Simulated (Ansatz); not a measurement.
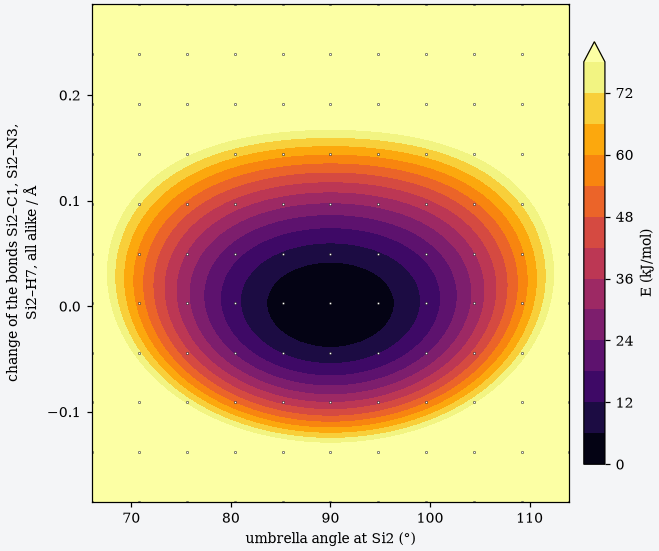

CH₄NSi, SMILES C[SiH]=[N-], charge −1. Coordinates scanned: (1) umbrella angle at Si2 (between each of its bonds and their common axis; 90 is planar); (2) change of the bonds Si2–C1, Si2–N3, Si2–H7, all alike. Nothing is relaxed (all other coordinates rigid). Grid: 11 × 11 points. Points are written as (first, second). All energies are given in kJ/mol relative to the relaxed molecule at the same level. Method: Ansatz 0.2.0, RKS B3LYP-D4/def2-TZVPD.

The picture shows filled contours, dots at the grid points, one colour for all values above the top of the scale. Between grid points the surface is interpolated.

**Where is the minimum, and how stiff is the well along each coordinate?**

The interpolated minimum is at the first coordinate ≈ 90.0°, the second coordinate ≈ 0.000 Å. The curvatures there are about 9.8 eV/rad² and 76 eV/Å², with a cross term of about 0 eV/(rad·Å). Round the minimum the two coordinates are nearly uncoupled. (1 eV is 96.5 kJ/mol.)
